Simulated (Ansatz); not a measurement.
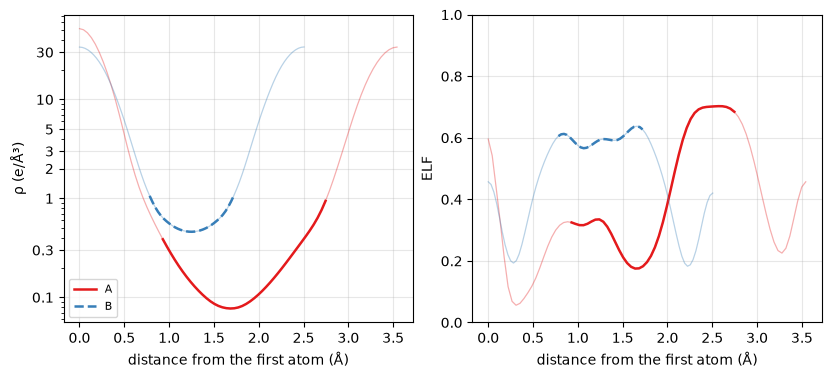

Figure 1: GaAs4. Valence pseudo-density and ELF along straight lines between neighbouring atoms. Thin, pale parts lie inside the atomic spheres.

Space group Pm-3m; a structure generated by program, which may or may not match a known phase; computed without spin polarisation.

Theory: DFT PBE, scalar-relativistic, plane waves, PAW (Ansatz).

The density is the valence pseudo-density of a PAW calculation; it isn't the true density close to the nuclei.

Which curve belongs to which contact (As–As and Ga–As)? The first atom named is at distance zero.

Answer. Curve A: Ga–As (3.54 Å): the density is about 0.08 e/Å³ at the midpoint; the ELF is about 0.20 at the midpoint. Curve B: As–As (2.51 Å): ρ at the midpoint is about 0.46 e/Å³; the ELF peaks at about 0.65 between the atoms.
